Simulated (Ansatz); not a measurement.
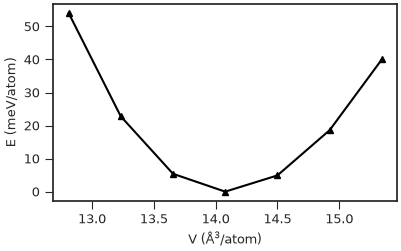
Figure: Al3V (Cu3Au type, Pm-3m) under volume change, plane-wave PAW LDA (Ansatz code), scaled uniformly.

Q: What does a third-order Birch–Murnaghan fit give for V₀, B₀ and B′?

A: V₀ = 14.08 Å³/atom, B₀ = 130 GPa, B′ = 4.1.

The first step of the workflow began from a Materials Project structure, measured or hypothetical; the Crystallography Open Database copy checked does not list it. Its standing as an ambient phase is unchecked. The cell was relaxed with LDA under the symmetry of its start; whether a distortion lowers the energy is not shown. No spin polarisation was allowed.

Potentials: the later of the program's two PAW sets.
